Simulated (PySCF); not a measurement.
# AlH2BrO2 (SMILES [OH][Al]([OH])[Br]) at BLYP/def2-SVP

What is the energy change on altering one bond length of AlH2BrO2 at BLYP/def2-SVP? Input form: a Python script.

The calculation is run with PySCF 2.14.0.

6 further runs of the same task are left out: 3 for a known fault of the program, 3 set aside as unsound or not needed.

## (1) The structure to begin with

AlH2BrO2 has 6 atoms, charge 0, and is taken as a singlet. SMILES: `[OH][Al]([OH])[Br]`. The shape is that of a PBE0-D4/def2-TZVP optimisation. This is one conformer, not always the lowest.

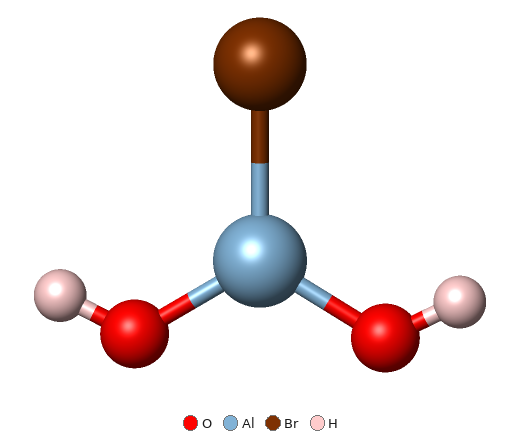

The structure, seen from a chosen angle (oxygen red, aluminium light blue, bromine brown, hydrogen pink).

## (2) A single-point energy at BLYP/def2-SVP

job.py reads:

```python
from pyscf import gto, dft

molecule = gto.M(
    atom='''
O   -0.080200   1.421100  -0.824900
Al  -0.029700  -0.053500  -0.021600
O    1.110100  -0.254800   1.196000
Br  -1.450800  -1.714400  -0.562000
H   -0.702100   1.604000  -1.526900
H    1.194600  -1.066400   1.693300
''',
    max_memory=1860,
    verbose=3,
    basis='def2-svp',
)

mf = dft.RKS(molecule)
mf.xc = 'blyp'
mf.grids.level = 5
mf.conv_tol = 1e-10
mf.kernel()
if not mf.converged:
    mf = mf.newton().run(mf.mo_coeff, mf.mo_occ)

etot = mf.e_tot
print(f'total energy: {etot:.8f} hartree')
```

On the command line:

```
OMP_NUM_THREADS=1 python job.py
```

The log of the run:

```text
converged SCF energy = -2967.90381999241
total energy: -2967.90381999 hartree
```

Run time: 17 s. Hardware: 1 thread of Arm Neoverse V2, shared host; peak memory 0.46 GiB.

## (3) The distorted shape, same level

job.py reads:

```python
from pyscf import gto, dft

system = gto.M(
    atom='''
O     -0.122452     1.826920    -1.073562
Al    -0.071952     0.352320    -0.270262
O      1.067848     0.151020     0.947338
Br    -1.493052    -1.308580    -0.810662
H     -0.744352     2.009820    -1.775562
H      1.194600    -1.066400     1.693300
''',
    max_memory=1860,
    verbose=3,
    spin=0,
    charge=0,
    basis='def2-svp',
)

calc0 = dft.RKS(system)
calc0.xc = 'blyp'
calc0.grids.level = 5
calc0.conv_tol = 1e-10
calc0.kernel()
if not calc0.converged:
    calc0 = calc0.newton().run(calc0.mo_coeff, calc0.mo_occ)

e_tot = calc0.e_tot
print('E = %.10f Eh' % e_tot)
```

On the command line:

```
OMP_NUM_THREADS=1 python job.py
```

The log of the run:

```text
converged SCF energy = -2967.82471270735
E = -2967.8247127073 Eh
```

Run time: 17 s. Hardware: 1 thread of Arm Neoverse V2, shared host; peak memory 0.46 GiB.

## (4) Summary of results

Level: BLYP/def2-SVP.

```
                                                         quantity           value
                                        first shape: total energy  -2967.90382 Eh
                                       first shape: dipole moment          0.77 D
                                         first shape: HOMO energy        -6.83 eV
                                         first shape: LUMO energy        -1.31 eV
                                       first shape: HOMO–LUMO gap         5.52 eV
                                    distorted shape: total energy  -2967.82471 Eh
                                   distorted shape: dipole moment          0.89 D
                                     distorted shape: HOMO energy        -6.72 eV
                                     distorted shape: LUMO energy        -3.15 eV
                                   distorted shape: HOMO–LUMO gap         3.57 eV
energy change with the O3–H6 bond stretched from 0.956 to 1.433 Å        2.153 eV
```

In words: With the O3–H6 bond stretched from 0.956 to 1.433 Å the energy rises by 2.15 eV (208 kJ/mol). The first shape isn't relaxed at this level, so the change isn't measured from a minimum. Mulliken charges (first shape) run from -0.37 on O1 to +0.67 on Al2. Mulliken charges (distorted shape) run from -0.46 on O3 to +0.69 on Al2.
